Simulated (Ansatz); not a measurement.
**One shape, several levels: BHSBr (SMILES S[B]Br)**

Aim: a comparison of 6 runs (UHF/STO-3G, UHF/def2-SVP, UPBE/6-31G, UB3LYP/6-31G*, UPBE0/def2-SVP, ROCCSD/pc-1) of BHSBr. 

The results are computed with Ansatz 0.2.0.

4 further runs of the same task are left out: 1 that didn't finish, 3 set aside as unsound or not needed.

## 1. The system as given

BHSBr: 4 atoms, total charge 0, spin state doublet. As SMILES, `S[B]Br`. The coordinates come from a PBE0-D4/def2-TZVP relaxation.

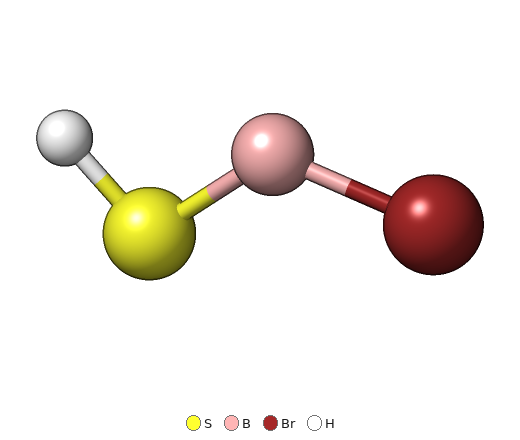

Viewed from a chosen angle; sulfur yellow, boron pink, bromine red, hydrogen white.

## 2. Energy and gradient at UHF/STO-3G (run 1)

The input, run.yaml:

```yaml
crystal:
  periodic: [false, false, false]
  atoms:
    - {symbol: S, position_ang: [-0.702000, 0.264600, -0.808500]}
    - {symbol: B, position_ang: [0.466200, -0.103000, 0.457200]}
    - {symbol: Br, position_ang: [0.566600, -1.738600, 1.383500]}
    - {symbol: H, position_ang: [-0.275300, 1.516800, -1.052500]}
basis:
  gaussian: {orbitals: STO-3G}
output: {forces: true, orbitals: {seedname: orbitals}}
hamiltonian: {xc: hf}
accuracy: high
magnetization: {spin_polarized: true, initial_magnetization: 1}
```

On the command line:

```sh
$ ansatz run run.yaml --threads 1 --pin off --max-ram 2610MiB --events-out events.jsonl --progress --plain --runs-dir runs
```

What it wrote:

```text
Warning: RAYON_NUM_THREADS=1 ignored (pool sized by the plan → 1); use --threads N
Functional definition: HF
  name "HF"
  exchange = exact_x
  correlation = 0
504 factors; integrals over basis functions are off by at most 4.4e-8 eV
mean field evaluation 1: about -80619.5429 eV, gradient 1.3e1 eV
mean field evaluation 2: about -80619.6019 eV, gradient 1.3e1 eV
mean field evaluation 4: about -80621.5429 eV, gradient 2.1e0 eV
mean field evaluation 8: about -80621.6555 eV, gradient 4.1e-4 eV
mean field -80621.65330617 eV, -2962.7911116825 hartree, gradient 2.4e-8 eV, S^2 0.758088; 0 other end points of the search recorded, 0 dependent functions left out
the calculation of the forces begins
reference -80621.65330617 eV, -2962.7911116825 hartree; 29, 28 occupied and 4, 5 virtual orbitals, 504 factors
Total energy: -80621.65330617 eV, -2962.7911116825 hartree
Atom 0 at    -0.702000     0.264600    -0.808500 Å, force     0.494910     0.410641     0.247795 eV/Å
Atom 1 at     0.466200    -0.103000     0.457200 Å, force    -0.341494    -0.170383    -0.228115 eV/Å
Atom 2 at     0.566600    -1.738600     1.383500 Å, force     0.018539     0.207426    -0.088790 eV/Å
Atom 3 at    -0.275300     1.516800    -1.052500 Å, force    -0.171955    -0.447684     0.069110 eV/Å
Dipole moment:     0.028308     0.373303    -0.164111 e Å
```

Run time: 0.62 s. Hardware: 1 thread of Arm Neoverse V2, shared host.

## 3. Energy and forces at UHF/def2-SVP (run 2)

Edit run.yaml of step 2 so:

```diff
@@ -8,6 +8,10 @@
 basis:
-  gaussian: {orbitals: STO-3G}
+  gaussian:
+    orbitals: def2-SVP
+magnetization:
+  spin_polarized: true
+  initial_magnetization: 1
+hamiltonian:
+  xc: hf
+accuracy: high
 output: {forces: true, orbitals: {seedname: orbitals}}
-hamiltonian: {xc: hf}
-accuracy: high
-magnetization: {spin_polarized: true, initial_magnetization: 1}
```

On the command line:

```sh
$ ansatz run run.yaml --threads 1 --pin off --max-ram 2610MiB --events-out events.jsonl --progress --plain --runs-dir runs
```

What it wrote:

```text
Warning: RAYON_NUM_THREADS=1 ignored (pool sized by the plan → 1); use --threads N
[... 4 set-up lines as earlier in the session ...]
1317 factors; integrals over basis functions are off by at most 4.7e-9 eV
mean field evaluation 1: about -81490.0422 eV, gradient 1.0e1 eV
mean field evaluation 2: about -81490.1043 eV, gradient 1.0e1 eV
mean field evaluation 4: about -81491.4594 eV, gradient 2.3e0 eV
mean field evaluation 8: about -81491.5566 eV, gradient 3.9e-1 eV
mean field evaluation 16: about -81491.5612 eV, gradient 2.0e-6 eV
mean field -81491.56124280 eV, -2994.7596387088 hartree, gradient 5.0e-8 eV, S^2 0.757678; 0 other end points of the search recorded, 0 dependent functions left out
the calculation of the forces begins
reference -81491.56124280 eV, -2994.7596387088 hartree; 29, 28 occupied and 40, 41 virtual orbitals, 1317 factors
Total energy: -81491.56124280 eV, -2994.7596387088 hartree
Atom 0 at    -0.702000     0.264600    -0.808500 Å, force    -0.164150     0.423099    -0.366973 eV/Å
Atom 1 at     0.466200    -0.103000     0.457200 Å, force     0.271578     0.232540     0.132402 eV/Å
Atom 2 at     0.566600    -1.738600     1.383500 Å, force     0.038891    -0.419113     0.249344 eV/Å
Atom 3 at    -0.275300     1.516800    -1.052500 Å, force    -0.146319    -0.236526    -0.014773 eV/Å
Dipole moment:    -0.006096     0.269517    -0.142954 e Å
```

Run time: 2.7 s. Hardware: 1 thread of Arm Neoverse V2, shared host; peak memory 0.21 GiB.

Runs 3 to 5 aren't shown in full; the table further down has their settings and results.

## 4. Energy and gradient at ROCCSD/pc-1 (run 6)

The input, input.yaml:

```yaml
crystal:
  periodic: [false, false, false]
  atoms:
    - {symbol: S, position_ang: [-0.702000, 0.264600, -0.808500]}
    - {symbol: B, position_ang: [0.466200, -0.103000, 0.457200]}
    - {symbol: Br, position_ang: [0.566600, -1.738600, 1.383500]}
    - {symbol: H, position_ang: [-0.275300, 1.516800, -1.052500]}
basis:
  gaussian:
    orbitals: pc-1.json
hamiltonian:
  pseudopotentials:
    relativity: none
magnetization:
  spin_polarized: false
  initial_magnetization: 1
output:
  forces: true
  orbitals: {seedname: orbitals}
correlation:
  method: ccsd
  electrons: all
```

The basis set pc-1 is read from a file made from the Basis Set Exchange's data (not shown).

On the command line:

```sh
$ ansatz run input.yaml --threads 1 --pin off --max-ram 2610MiB --events-out events.jsonl --progress --plain --runs-dir runs
```

What it wrote:

```text
Warning: RAYON_NUM_THREADS=1 ignored (pool sized by the plan → 1); use --threads N
[... 4 set-up lines as earlier in the session ...]
706 factors; integrals over basis functions are off by at most 1.3e-3 eV
mean field evaluation 1: about -81498.6823 eV, gradient 1.4e1 eV
mean field evaluation 2: about -81498.6877 eV, gradient 1.4e1 eV
mean field evaluation 4: about -81500.0584 eV, gradient 2.7e0 eV
mean field evaluation 8: about -81500.1140 eV, gradient 1.3e-4 eV
mean field evaluation 16: about -81500.1067 eV, gradient 1.3e-1 eV
mean field evaluation 32: about -81497.2448 eV, gradient 2.7e0 eV
mean field -81500.11395441 eV, -2995.0739450631 hartree, gradient 2.8e-6 eV, S^2 0.750000; 1 other end points of the search recorded, 0 dependent functions left out
determinant -81500.11395441 eV, -2995.0739450631 hartree, with singles and doubles -81509.86612695 eV, -2995.4323307940 hartree
determinant -81497.28476059 eV, -2994.9699741079 hartree, with singles and doubles -81507.28231447 eV, -2995.3373774364 hartree
reference -81500.11395441 eV, -2995.0739450631 hartree; 29, 28 occupied and 35, 36 virtual orbitals, 706 factors
second order -8.97022910 eV of doubles, -0.03172226 eV of singles
cycle   1  -9.75206160 eV  change    1.1e-4 eV  update   6.2e-4
cycle   2  -9.75216831 eV  change   -1.1e-4 eV  update   3.9e-4
cycle   3  -9.75208199 eV  change    8.6e-5 eV  update   1.7e-4
cycle   4  -9.75209432 eV  change   -1.2e-5 eV  update   5.4e-5
cycle   5  -9.75217311 eV  change   -7.9e-5 eV  update   1.6e-5
cycle   6  -9.75219456 eV  change   -2.1e-5 eV  update   6.1e-6
cycle   7  -9.75219155 eV  change    3.0e-6 eV  update   2.6e-6
cycle   8  -9.75218912 eV  change    2.4e-6 eV  update   1.1e-6
the calculation of the forces begins
Total energy: -81509.86614353 eV, -2995.4323314030 hartree
Atom 0 at    -0.702000     0.264600    -0.808500 Å, force    -0.170709     0.104304    -0.210621 eV/Å
Atom 1 at     0.466200    -0.103000     0.457200 Å, force     0.166418     0.353480    -0.026299 eV/Å
Atom 2 at     0.566600    -1.738600     1.383500 Å, force     0.028288    -0.434124     0.247210 eV/Å
Atom 3 at    -0.275300     1.516800    -1.052500 Å, force    -0.023997    -0.023660    -0.010289 eV/Å
Dipole moment:    -0.029365     0.236411    -0.147555 e Å
```

Wall time 81 s (1 thread of Arm Neoverse V2, shared host); peak memory 0.74 GiB.

## 5. All runs side by side

```tsv
run	level	accuracy	frozen core orbitals	energy (Eh)	dipole moment (D)	HOMO energy (eV)	LUMO energy (eV)	wall time
1	UHF/STO-3G	high	–	-2962.791112	1.96	-6.67	6.46	0.62 s
2	UHF/def2-SVP	high	–	-2994.759639	1.47	-9.27	2.02	2.7 s
3	UPBE/6-31G	high	–	-2996.744695	1.43	-4.73	-2.55	5.4 s
4	UB3LYP/6-31G* (spherical functions)	high	–	-2997.499239	1.29	-5.70	-2.03	9.9 s
5	UPBE0/def2-SVP	high	–	-2996.863649	1.23	-6.01	-1.73	9.9 s
6	ROCCSD/pc-1	medium	0	-2995.432331	1.35	–	–	81 s
```

## 6. Results

```
                                 quantity           value
                      run 6: total energy  -2995.43233 Eh
run 6: dipole moment (correlated density)          1.35 D
                run 6: correlation energy      -358.4 mEh
 run 6: ⟨S²⟩ of the reference determinant           0.750
                     run 6: T1 diagnostic           0.011
          run 6: largest force on an atom      0.500 eV/Å
```

The dipole moment (its size) runs from 1.23 D (UPBE0/def2-SVP) to 1.96 D (UHF/STO-3G). The two ends differ in method and basis. Totals of different functionals can't be ranked against each other. In run 1 the basis is minimal, so the values are rough. All runs together took 1.8 min, the longest 81 s.
